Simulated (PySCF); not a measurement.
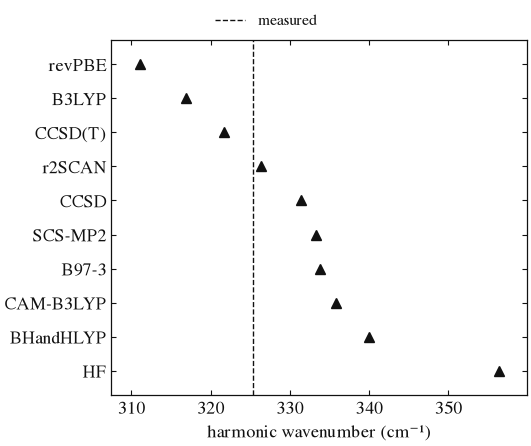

Harmonic wavenumber of Br₂, singlet at several levels, def2-TZVPPD (non-relativistic), PySCF 2.14.0, no spin-orbit coupling, from fits to the bond curves (references: RHF and UKS, as the method has it). The measured value is Huber and Herzberg's. Correlated wave-function values are in the same finite basis, not at its limit.

**Which level comes closest to the line (measured), and which misses most?**

Closest r2SCAN (326 cm⁻¹), against 325 cm⁻¹; farthest HF (356 cm⁻¹).

**Give the values.**

```csv
level,cm⁻¹,less measured
revPBE,311,−14
B3LYP,317,−8
CCSD(T),322,−4
r2SCAN,326,1
CCSD,331,6
SCS-MP2,333,8
B97-3,334,8
CAM-B3LYP,336,11
BHandHLYP,340,15
HF,356,31
measured,325,0
```

Known limits of this run: no scalar relativity; spin-orbit coupling is left out; it can lower the fragment Br more than the molecule, and De with it.
